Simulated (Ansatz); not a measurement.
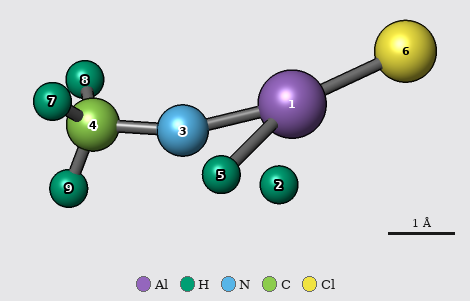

**Figure 1.** The starting structure (ball-and-stick view, seen at a tilt; atoms are numbered from 1 in the order of the input). Sticks mark near contacts.

## CH5AlClN: molecular dynamics (part 1 of 3)

CH5AlClN, computed with UKS PBE/STO-3G (Ansatz 0.2.0).

It belongs to a series of runs on one base structure; here: dynamics from the start. Figures and captions count atoms from 1; the log counts them from 0 in places.

**Output**
```
Engine: ansatz 0.2.0, aarch64-unknown-linux-gnu
Functional definition: PBE
  parameter kappa = 0.804
  parameter beta = 0.06672455060314922
  exchange = pbe_x(kappa = kappa, mu = beta*pi^2/3)
  correlation = pbe_c(beta = beta)
445 factors; integrals over basis functions are off by at most 1.3e-5 eV
mean field evaluation 1: about -21457.7519 eV, gradient 3.1e1 eV
mean field evaluation 2: about -21378.3175 eV, gradient 9.8e1 eV
mean field evaluation 4: about -21465.0607 eV, gradient 6.0e0 eV
mean field evaluation 8: about -21465.2784 eV, gradient 4.1e-1 eV
mean field evaluation 16: about -21465.2798 eV, gradient 5.5e-6 eV
mean field -21465.27975948 eV, -788.8344814716 hartree, gradient 5.5e-6 eV, S^2 0.000000; 0 other end points of the search recorded, 0 dependent functions left out
the calculation of the forces begins
reference -21465.27978249 eV, -788.8344823174 hartree; 24, 24 occupied and 9, 9 virtual orbitals, 445 factors
md step     0: t =     0.00 fs  T =  1000.0 K  F+E_penalty+E_count = -21465.27975948 eV  E_kin = 0.904820 eV  conserved = -21464.37493948 eV  (27 SCF iters)
these checks for a lower state are left out or cut short: starts, cluster_reference, orbital_swaps, neighbouring_geometries, increment
445 factors; integrals over basis functions are off by at most 1.4e-5 eV
mean field -21465.23025129 eV, -788.8326620792 hartree, gradient 7.3e-6 eV, S^2 0.000000; 0 other end points of the search recorded, 0 dependent functions left out
the calculation of the forces begins
reference -21465.23027426 eV, -788.8326629235 hartree; 24, 24 occupied and 9, 9 virtual orbitals, 445 factors
md step     1: t =     0.50 fs  T =   945.5 K  F+E_penalty+E_count = -21465.23025129 eV  E_kin = 0.855549 eV  conserved = -21464.37470253 eV  (28 SCF iters)
[... from here on the SCF iterations and repeated set-up lines of each step are left out, up to the last step ...]
md step     2: t =     1.00 fs  T =   880.6 K  F+E_penalty+E_count = -21465.17054918 eV  E_kin = 0.796792 eV  conserved = -21464.37375721 eV  (27 SCF iters)
md step     3: t =     1.50 fs  T =   819.6 K  F+E_penalty+E_count = -21465.11429568 eV  E_kin = 0.741579 eV  conserved = -21464.37271685 eV  (26 SCF iters)
md step     4: t =     2.00 fs  T =   779.1 K  F+E_penalty+E_count = -21465.07703034 eV  E_kin = 0.704974 eV  conserved = -21464.37205584 eV  (27 SCF iters)
md step     5: t =     2.50 fs  T =   770.6 K  F+E_penalty+E_count = -21465.06907143 eV  E_kin = 0.697217 eV  conserved = -21464.37185446 eV  (26 SCF iters)
md step     6: t =     3.00 fs  T =   798.1 K  F+E_penalty+E_count = -21465.09400597 eV  E_kin = 0.722130 eV  conserved = -21464.37187615 eV  (27 SCF iters)
md step     7: t =     3.50 fs  T =   862.1 K  F+E_penalty+E_count = -21465.15187452 eV  E_kin = 0.780009 eV  conserved = -21464.37186565 eV  (27 SCF iters)
md step     8: t =     4.00 fs  T =   962.8 K  F+E_penalty+E_count = -21465.24292056 eV  E_kin = 0.871132 eV  conserved = -21464.37178814 eV  (26 SCF iters)
md step     9: t =     4.50 fs  T =  1101.4 K  F+E_penalty+E_count = -21465.36843525 eV  E_kin = 0.996579 eV  conserved = -21464.37185651 eV  (26 SCF iters)
md step    10: t =     5.00 fs  T =  1277.3 K  F+E_penalty+E_count = -21465.52815844 eV  E_kin = 1.155766 eV  conserved = -21464.37239243 eV  (26 SCF iters)
md step    11: t =     5.50 fs  T =  1483.9 K  F+E_penalty+E_count = -21465.71624568 eV  E_kin = 1.342678 eV  conserved = -21464.37356767 eV  (26 SCF iters)
md step    12: t =     6.00 fs  T =  1707.0 K  F+E_penalty+E_count = -21465.91959159 eV  E_kin = 1.544554 eV  conserved = -21464.37503787 eV  (26 SCF iters)
md step    13: t =     6.50 fs  T =  1931.7 K  F+E_penalty+E_count = -21466.12351439 eV  E_kin = 1.747809 eV  conserved = -21464.37570555 eV  (26 SCF iters)
md step    14: t =     7.00 fs  T =  2157.9 K  F+E_penalty+E_count = -21466.32694526 eV  E_kin = 1.952519 eV  conserved = -21464.37442600 eV  (26 SCF iters)
md step    15: t =     7.50 fs  T =  2413.1 K  F+E_penalty+E_count = -21466.55549701 eV  E_kin = 2.183391 eV  conserved = -21464.37210606 eV  (26 SCF iters)
md step    16: t =     8.00 fs  T =  2732.5 K  F+E_penalty+E_count = -21466.84487168 eV  E_kin = 2.472452 eV  conserved = -21464.37241950 eV  (25 SCF iters)
md step    17: t =     8.50 fs  T =  3108.5 K  F+E_penalty+E_count = -21467.19024619 eV  E_kin = 2.812671 eV  conserved = -21464.37757566 eV  (25 SCF iters)
md step    18: t =     9.00 fs  T =  3463.8 K  F+E_penalty+E_count = -21467.51867119 eV  E_kin = 3.134148 eV  conserved = -21464.38452335 eV  (26 SCF iters)
md step    19: t =     9.50 fs  T =  3694.4 K  F+E_penalty+E_count = -21467.73116889 eV  E_kin = 3.342766 eV  conserved = -21464.38840245 eV  (26 SCF iters)
md step    20: t =    10.00 fs  T =  3739.0 K  F+E_penalty+E_count = -21467.77042039 eV  E_kin = 3.383136 eV  conserved = -21464.38728466 eV  (24 SCF iters)
md step    21: t =    10.50 fs  T =  3611.6 K  F+E_penalty+E_count = -21467.65030753 eV  E_kin = 3.267825 eV  conserved = -21464.38248221 eV  (26 SCF iters)
md step    22: t =    11.00 fs  T =  3384.0 K  F+E_penalty+E_count = -21467.43877831 eV  E_kin = 3.061907 eV  conserved = -21464.37687179 eV  (26 SCF iters)
md step    23: t =    11.50 fs  T =  3142.8 K  F+E_penalty+E_count = -21467.21682824 eV  E_kin = 2.843636 eV  conserved = -21464.37319265 eV  (25 SCF iters)
md step    24: t =    12.00 fs  T =  2947.1 K  F+E_penalty+E_count = -21467.03914712 eV  E_kin = 2.666605 eV  conserved = -21464.37254182 eV  (26 SCF iters)
md step    25: t =    12.50 fs  T =  2811.4 K  F+E_penalty+E_count = -21466.91776338 eV  E_kin = 2.543790 eV  conserved = -21464.37397380 eV  (26 SCF iters)
md step    26: t =    13.00 fs  T =  2716.9 K  F+E_penalty+E_count = -21466.83397466 eV  E_kin = 2.458266 eV  conserved = -21464.37570833 eV  (25 SCF iters)
md step    27: t =    13.50 fs  T =  2637.0 K  F+E_penalty+E_count = -21466.76267035 eV  E_kin = 2.386045 eV  conserved = -21464.37662497 eV  (26 SCF iters)
md step    28: t =    14.00 fs  T =  2554.9 K  F+E_penalty+E_count = -21466.68853688 eV  E_kin = 2.311756 eV  conserved = -21464.37678090 eV  (26 SCF iters)
md step    29: t =    14.50 fs  T =  2464.1 K  F+E_penalty+E_count = -21466.60649820 eV  E_kin = 2.229595 eV  conserved = -21464.37690286 eV  (26 SCF iters)
md step    30: t =    15.00 fs  T =  2359.2 K  F+E_penalty+E_count = -21466.51233782 eV  E_kin = 2.134629 eV  conserved = -21464.37770923 eV  (26 SCF iters)
md step    31: t =    15.50 fs  T =  2226.2 K  F+E_penalty+E_count = -21466.39359322 eV  E_kin = 2.014339 eV  conserved = -21464.37925401 eV  (26 SCF iters)
md step    32: t =    16.00 fs  T =  2045.1 K  F+E_penalty+E_count = -21466.23073271 eV  E_kin = 1.850427 eV  conserved = -21464.38030595 eV  (26 SCF iters)
md step    33: t =    16.50 fs  T =  1811.0 K  F+E_penalty+E_count = -21466.01700924 eV  E_kin = 1.638651 eV  conserved = -21464.37835821 eV  (26 SCF iters)
md step    34: t =    17.00 fs  T =  1571.0 K  F+E_penalty+E_count = -21465.79348569 eV  E_kin = 1.421448 eV  conserved = -21464.37203725 eV  (27 SCF iters)
md step    35: t =    17.50 fs  T =  1431.8 K  F+E_penalty+E_count = -21465.66106463 eV  E_kin = 1.295491 eV  conserved = -21464.36557411 eV  (27 SCF iters)
md step    36: t =    18.00 fs  T =  1489.1 K  F+E_penalty+E_count = -21465.71391656 eV  E_kin = 1.347390 eV  conserved = -21464.36652695 eV  (28 SCF iters)
md step    37: t =    18.50 fs  T =  1727.0 K  F+E_penalty+E_count = -21465.93715935 eV  E_kin = 1.562588 eV  conserved = -21464.37457100 eV  (28 SCF iters)
md step    38: t =    19.00 fs  T =  2023.0 K  F+E_penalty+E_count = -21466.21221288 eV  E_kin = 1.830456 eV  conserved = -21464.38175669 eV  (28 SCF iters)
md step    39: t =    19.50 fs  T =  2256.5 K  F+E_penalty+E_count = -21466.42545574 eV  E_kin = 2.041681 eV  conserved = -21464.38377429 eV  (27 SCF iters)
md step    40: t =    20.00 fs  T =  2380.2 K  F+E_penalty+E_count = -21466.53556068 eV  E_kin = 2.153633 eV  conserved = -21464.38192773 eV  (27 SCF iters)
md step    41: t =    20.50 fs  T =  2412.8 K  F+E_penalty+E_count = -21466.56184091 eV  E_kin = 2.183149 eV  conserved = -21464.37869161 eV  (27 SCF iters)
md step    42: t =    21.00 fs  T =  2402.2 K  F+E_penalty+E_count = -21466.54919177 eV  E_kin = 2.173545 eV  conserved = -21464.37564650 eV  (26 SCF iters)
md step    43: t =    21.50 fs  T =  2397.2 K  F+E_penalty+E_count = -21466.54266887 eV  E_kin = 2.168989 eV  conserved = -21464.37367958 eV  (27 SCF iters)
md step    44: t =    22.00 fs  T =  2430.6 K  F+E_penalty+E_count = -21466.57248712 eV  E_kin = 2.199261 eV  conserved = -21464.37322624 eV  (27 SCF iters)
md step    45: t =    22.50 fs  T =  2511.5 K  F+E_penalty+E_count = -21466.64661944 eV  E_kin = 2.272491 eV  conserved = -21464.37412828 eV  (27 SCF iters)
md step    46: t =    23.00 fs  T =  2627.4 K  F+E_penalty+E_count = -21466.75289272 eV  E_kin = 2.377336 eV  conserved = -21464.37555667 eV  (28 SCF iters)
md step    47: t =    23.50 fs  T =  2756.4 K  F+E_penalty+E_count = -21466.87058255 eV  E_kin = 2.494019 eV  conserved = -21464.37656374 eV  (27 SCF iters)
md step    48: t =    24.00 fs  T =  2881.8 K  F+E_penalty+E_count = -21466.98418549 eV  E_kin = 2.607490 eV  conserved = -21464.37669591 eV  (26 SCF iters)
md step    49: t =    24.50 fs  T =  2999.0 K  F+E_penalty+E_count = -21467.09000739 eV  E_kin = 2.713595 eV  conserved = -21464.37641218 eV  (26 SCF iters)
md step    50: t =    25.00 fs  T =  3108.8 K  F+E_penalty+E_count = -21467.18981872 eV  E_kin = 2.812865 eV  conserved = -21464.37695377 eV  (26 SCF iters)
md step    51: t =    25.50 fs  T =  3199.6 K  F+E_penalty+E_count = -21467.27438725 eV  E_kin = 2.895059 eV  conserved = -21464.37932832 eV  (26 SCF iters)
md step    52: t =    26.00 fs  T =  3237.8 K  F+E_penalty+E_count = -21467.31216538 eV  E_kin = 2.929598 eV  conserved = -21464.38256706 eV  (26 SCF iters)
md step    53: t =    26.50 fs  T =  3187.3 K  F+E_penalty+E_count = -21467.26685805 eV  E_kin = 2.883942 eV  conserved = -21464.38291628 eV  (26 SCF iters)
md step    54: t =    27.00 fs  T =  3064.7 K  F+E_penalty+E_count = -21467.15022766 eV  E_kin = 2.772981 eV  conserved = -21464.37724699 eV  (26 SCF iters)
md step    55: t =    27.50 fs  T =  2968.6 K  F+E_penalty+E_count = -21467.05624785 eV  E_kin = 2.686050 eV  conserved = -21464.37019737 eV  (26 SCF iters)
md step    56: t =    28.00 fs  T =  3000.8 K  F+E_penalty+E_count = -21467.08673228 eV  E_kin = 2.715176 eV  conserved = -21464.37155588 eV  (26 SCF iters)
md step    57: t =    28.50 fs  T =  3138.1 K  F+E_penalty+E_count = -21467.22002305 eV  E_kin = 2.839423 eV  conserved = -21464.38059987 eV  (27 SCF iters)
md step    58: t =    29.00 fs  T =  3242.2 K  F+E_penalty+E_count = -21467.32099690 eV  E_kin = 2.933568 eV  conserved = -21464.38742851 eV  (27 SCF iters)
md step    59: t =    29.50 fs  T =  3192.4 K  F+E_penalty+E_count = -21467.27641281 eV  E_kin = 2.888558 eV  conserved = -21464.38785484 eV  (27 SCF iters)
md step    60: t =    30.00 fs  T =  2962.0 K  F+E_penalty+E_count = -21467.06430542 eV  E_kin = 2.680072 eV  conserved = -21464.38423381 eV  (27 SCF iters)
md step    61: t =    30.50 fs  T =  2596.6 K  F+E_penalty+E_count = -21466.72888343 eV  E_kin = 2.349451 eV  conserved = -21464.37943199 eV  (28 SCF iters)
md step    62: t =    31.00 fs  T =  2170.6 K  F+E_penalty+E_count = -21466.33881784 eV  E_kin = 1.963969 eV  conserved = -21464.37484844 eV  (28 SCF iters)
md step    63: t =    31.50 fs  T =  1759.6 K  F+E_penalty+E_count = -21465.96325975 eV  E_kin = 1.592102 eV  conserved = -21464.37115761 eV  (29 SCF iters)
md step    64: t =    32.00 fs  T =  1425.9 K  F+E_penalty+E_count = -21465.65908322 eV  E_kin = 1.290178 eV  conserved = -21464.36890534 eV  (29 SCF iters)
md step    65: t =    32.50 fs  T =  1208.3 K  F+E_penalty+E_count = -21465.46156445 eV  E_kin = 1.093272 eV  conserved = -21464.36829249 eV  (29 SCF iters)
md step    66: t =    33.00 fs  T =  1118.5 K  F+E_penalty+E_count = -21465.38092675 eV  E_kin = 1.012014 eV  conserved = -21464.36891295 eV  (30 SCF iters)
md step    67: t =    33.50 fs  T =  1147.0 K  F+E_penalty+E_count = -21465.40789130 eV  E_kin = 1.037790 eV  conserved = -21464.37010089 eV  (30 SCF iters)
md step    68: t =    34.00 fs  T =  1272.9 K  F+E_penalty+E_count = -21465.52331589 eV  E_kin = 1.151778 eV  conserved = -21464.37153757 eV  (28 SCF iters)
md step    69: t =    34.50 fs  T =  1469.7 K  F+E_penalty+E_count = -21465.70334201 eV  E_kin = 1.329852 eV  conserved = -21464.37349035 eV  (29 SCF iters)
md step    70: t =    35.00 fs  T =  1702.2 K  F+E_penalty+E_count = -21465.91663998 eV  E_kin = 1.540147 eV  conserved = -21464.37649333 eV  (28 SCF iters)
md step    71: t =    35.50 fs  T =  1920.3 K  F+E_penalty+E_count = -21466.11821027 eV  E_kin = 1.737528 eV  conserved = -21464.38068271 eV  (28 SCF iters)
md step    72: t =    36.00 fs  T =  2061.7 K  F+E_penalty+E_count = -21466.25021773 eV  E_kin = 1.865473 eV  conserved = -21464.38474448 eV  (28 SCF iters)
md step    73: t =    36.50 fs  T =  2077.5 K  F+E_penalty+E_count = -21466.26493442 eV  E_kin = 1.879787 eV  conserved = -21464.38514773 eV  (28 SCF iters)
md step    74: t =    37.00 fs  T =  1987.2 K  F+E_penalty+E_count = -21466.17662250 eV  E_kin = 1.798087 eV  conserved = -21464.37853550 eV  (27 SCF iters)
md step    75: t =    37.50 fs  T =  1912.7 K  F+E_penalty+E_count = -21466.09992972 eV  E_kin = 1.730659 eV  conserved = -21464.36927095 eV  (28 SCF iters)
md step    76: t =    38.00 fs  T =  1996.3 K  F+E_penalty+E_count = -21466.17547378 eV  E_kin = 1.806270 eV  conserved = -21464.36920345 eV  (28 SCF iters)
md step    77: t =    38.50 fs  T =  2242.9 K  F+E_penalty+E_count = -21466.40848417 eV  E_kin = 2.029395 eV  conserved = -21464.37908930 eV  (28 SCF iters)
md step    78: t =    39.00 fs  T =  2512.1 K  F+E_penalty+E_count = -21466.65947158 eV  E_kin = 2.273001 eV  conserved = -21464.38647067 eV  (28 SCF iters)
md step    79: t =    39.50 fs  T =  2681.4 K  F+E_penalty+E_count = -21466.81162276 eV  E_kin = 2.426193 eV  conserved = -21464.38542961 eV  (27 SCF iters)
md step    80: t =    40.00 fs  T =  2745.4 K  F+E_penalty+E_count = -21466.86420482 eV  E_kin = 2.484120 eV  conserved = -21464.38008511 eV  (26 SCF iters)
md step    81: t =    40.50 fs  T =  2772.5 K  F+E_penalty+E_count = -21466.88451615 eV  E_kin = 2.508571 eV  conserved = -21464.37594505 eV  (27 SCF iters)
md step    82: t =    41.00 fs  T =  2823.3 K  F+E_penalty+E_count = -21466.92956936 eV  E_kin = 2.554586 eV  conserved = -21464.37498317 eV  (27 SCF iters)
md step    83: t =    41.50 fs  T =  2915.4 K  F+E_penalty+E_count = -21467.01383509 eV  E_kin = 2.637891 eV  conserved = -21464.37594418 eV  (27 SCF iters)
md step    84: t =    42.00 fs  T =  3034.9 K  F+E_penalty+E_count = -21467.12313879 eV  E_kin = 2.746060 eV  conserved = -21464.37707884 eV  (27 SCF iters)
md step    85: t =    42.50 fs  T =  3161.1 K  F+E_penalty+E_count = -21467.23810074 eV  E_kin = 2.860254 eV  conserved = -21464.37784706 eV  (27 SCF iters)
md step    86: t =    43.00 fs  T =  3276.4 K  F+E_penalty+E_count = -21467.34292944 eV  E_kin = 2.964528 eV  conserved = -21464.37840167 eV  (27 SCF iters)
md step    87: t =    43.50 fs  T =  3366.3 K  F+E_penalty+E_count = -21467.42460583 eV  E_kin = 3.045851 eV  conserved = -21464.37875500 eV  (27 SCF iters)
md step    88: t =    44.00 fs  T =  3419.8 K  F+E_penalty+E_count = -21467.47323532 eV  E_kin = 3.094344 eV  conserved = -21464.37889103 eV  (26 SCF iters)
md step    89: t =    44.50 fs  T =  3429.7 K  F+E_penalty+E_count = -21467.48244850 eV  E_kin = 3.103261 eV  conserved = -21464.37918734 eV  (26 SCF iters)
md step    90: t =    45.00 fs  T =  3386.7 K  F+E_penalty+E_count = -21467.44465284 eV  E_kin = 3.064394 eV  conserved = -21464.38025907 eV  (26 SCF iters)
md step    91: t =    45.50 fs  T =  3272.5 K  F+E_penalty+E_count = -21467.34333312 eV  E_kin = 2.961021 eV  conserved = -21464.38231261 eV  (26 SCF iters)
md step    92: t =    46.00 fs  T =  3059.2 K  F+E_penalty+E_count = -21467.15223475 eV  E_kin = 2.768052 eV  conserved = -21464.38418312 eV  (27 SCF iters)
md step    93: t =    46.50 fs  T =  2732.6 K  F+E_penalty+E_count = -21466.85523186 eV  E_kin = 2.472528 eV  conserved = -21464.38270367 eV  (26 SCF iters)
md step    94: t =    47.00 fs  T =  2340.3 K  F+E_penalty+E_count = -21466.49240919 eV  E_kin = 2.117556 eV  conserved = -21464.37485347 eV  (27 SCF iters)
md step    95: t =    47.50 fs  T =  2022.6 K  F+E_penalty+E_count = -21466.19456933 eV  E_kin = 1.830134 eV  conserved = -21464.36443565 eV  (27 SCF iters)
md step    96: t =    48.00 fs  T =  1939.4 K  F+E_penalty+E_count = -21466.11731922 eV  E_kin = 1.754820 eV  conserved = -21464.36249882 eV  (28 SCF iters)
md step    97: t =    48.50 fs  T =  2119.5 K  F+E_penalty+E_count = -21466.28898230 eV  E_kin = 1.917740 eV  conserved = -21464.37124239 eV  (26 SCF iters)
md step    98: t =    49.00 fs  T =  2432.7 K  F+E_penalty+E_count = -21466.58146235 eV  E_kin = 2.201171 eV  conserved = -21464.38029104 eV  (27 SCF iters)
```
